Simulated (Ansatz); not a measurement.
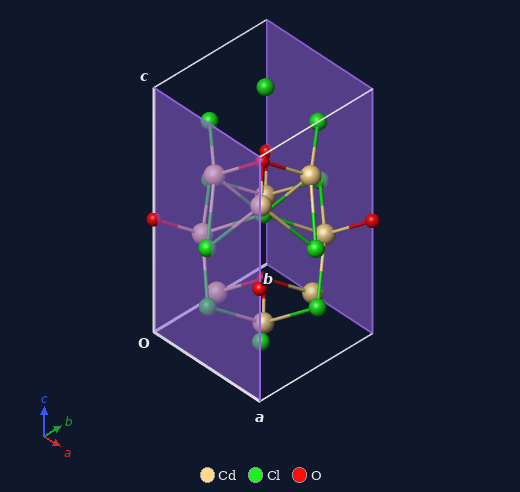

Every member of one family of equally spaced planes, hx + ky + lz = a whole number, that cuts the unit cell is shaded (one member passes through the origin O). Crystal: Cd3Cl3O, the end point of a relaxation with Ansatz, DFT PBE, scalar-relativistic, plane waves, PAW; the starting structure was generated, so it need not be a known form of this composition. Geometry calculated from the standardised cell; symmetry tolerance 0.002 Å.

a = 7.823 Å, b = 7.823 Å, c = 9.385 Å, α = 90.00°, β = 90.00°, γ = 120.00°.

Which (hkl) family is drawn?

Answer. (0 1 0), in four indices (0 1 −1 0); the opposite sign names the same planes. The member next to the origin meets the axes a never, b at 1, c never.

What is the spacing?

Answer. d = 6.775 Å.

Which atoms of the cell lie in these planes (within 0.03 Å)?

Answer. 1 of the 3 O, 1 of the 9 Cl.

The space group is R3m (No. 160, hexagonal axes). How many reflections hkl are equivalent to this one (itself included), and does it occur?

Answer. 6 reflections are equivalent in the Laue class -3m. The reflection is systematically absent, by the centring.
